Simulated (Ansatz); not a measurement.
BClGaHS

Input

```
crystal:
  periodic: [false, false, false]
  atoms:
    - {symbol: Cl, position_ang: [0.241988, -1.121843, 1.919057]}
    - {symbol: B, position_ang: [0.058222, -0.248530, 0.413980]}
    - {symbol: S, position_ang: [0.335991, -0.912244, -1.189405]}
    - {symbol: Ga, position_ang: [-0.293029, 1.298443, -1.740076]}
    - {symbol: H, position_ang: [-0.293172, 0.910471, 0.555043]}
basis:
  gaussian: {orbitals: def2-TZVPP}
hamiltonian: {xc: pbe0, dispersion: d4}
output: {orbitals: {seedname: orbitals}}
```

Command:

```sh
ansatz run in.yaml --threads 2 --pin off --events-out ev --progress --plain --max-ram 4352MiB
```

Geometry: PBE0-D4/def2-TZVP.

Level of theory: RKS PBE0-D4/def2-TZVPP in Ansatz.

### What will maps of the electron density and electron localisation function show?

B–Cl (1.75 Å): ρ is about 1.4 e/Å³ halfway; the ELF peaks at about 0.90 between the atoms: a shared but strongly polarised pair.
B–S (1.76 Å): ρ at the midpoint is about 1.3 e/Å³; the ELF peaks at about 0.90 between the atoms: a covalent bond.
Ga–S (2.36 Å): ρ at the midpoint is about 0.53 e/Å³; the ELF peaks at about 0.85 in the valence shell of S, 0.9 Å from its nucleus, and is about 0.65 at the midpoint.
B–H (1.22 Å): ρ is about 1.2 e/Å³ halfway; the ELF climbs to about 1 towards the hydrogen, as it does in any bond to H; a covalent bond by its length.

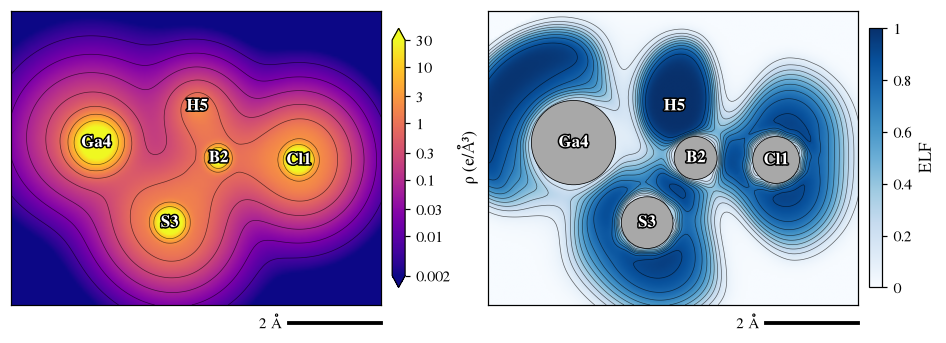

Computed electron density and electron localisation function on the molecular plane, in this order. Grey discs cover the atomic cores in the ELF map. 
